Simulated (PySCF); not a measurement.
C4H11F2NSi

```xyz
19

C    -0.8689   -1.8850    0.9825
C    -0.2971   -0.8296    0.0422
C    -1.2740    0.3304   -0.1448
N    -0.6398    1.2904   -1.0314
C     1.0220   -0.2572    0.5499
Si    1.6147    1.2680   -0.4084
F     1.7779    1.0355   -1.9956
F     3.2059    1.2551   -0.0612
H    -1.0798   -1.4501    1.9576
H    -0.1586   -2.6972    1.1157
H    -1.7933   -2.2987    0.5831
H    -0.1242   -1.2861   -0.9387
H    -1.4418    0.8169    0.8190
H    -2.2397   -0.0274   -0.5263
H    -0.6158    0.9400   -1.9823
H    -1.1099    2.1876   -1.0307
H     0.9099    0.0096    1.6016
H     1.7920   -1.0278    0.5096
H     1.3106    2.6348   -0.0492
```

Geometry: GFN2-xTB.

Level of theory: PBE0/pcSseg-1, SCF density, gas phase, non-relativistic (PySCF).

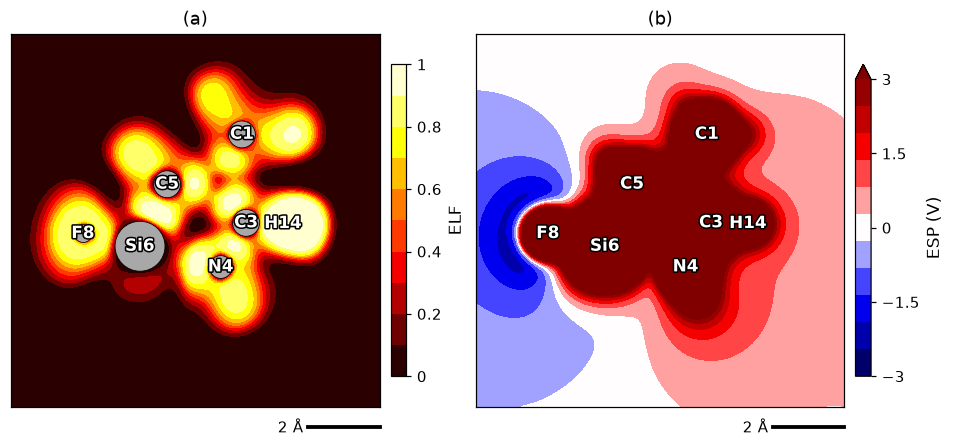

Figure 1. (a) electron localisation function; (b) electrostatic potential on the plane of atoms C5, Si6 and F8. Grey discs cover the atomic cores in the ELF map.

### What do the fields say about this system?

- The section cuts through C, N, Si, F and H sites.
- C–N (1.45 Å): the ELF peaks at about 0.95 between the atoms: a covalent bond.
- Si–F (1.63 Å): the ELF peaks at about 0.85 in the valence shell of F, 0.6 Å from its nucleus, and is about 0.50 at the midpoint.
- C–Si (1.90 Å): the ELF peaks at about 0.95 between the atoms; localised, covalent bonding.
- C–H (1.10 Å): the ELF climbs to about 1 towards the hydrogen, as it does in any bond to H (a covalent bond by its length).
- The ELF also peaks beside F8, away from the bonds: lone-pair regions.
- Outside the dense part of the molecule the potential is most negative (−2.1 V) near F8.

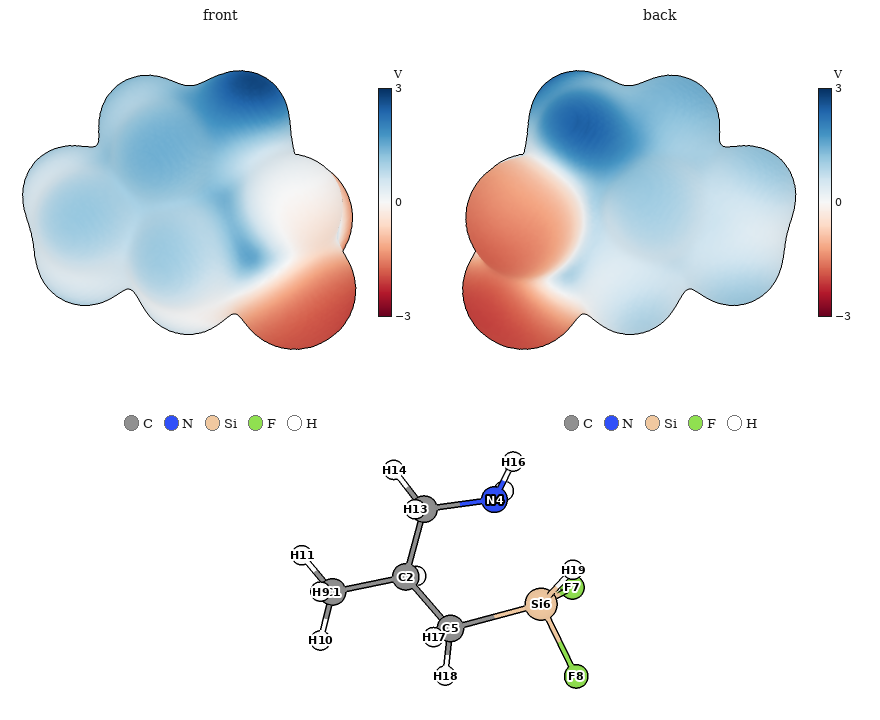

Figure 2. The molecular electrostatic potential painted on the density surface at 0.004 e/bohr³, seen from the front and from behind; red is negative and blue positive. The bare structure is drawn below in the same view.

### Describe the electrostatic potential map.

The most negative region (about −2.0 V) lies over F8, the most positive (about +2.6 V) over H16.
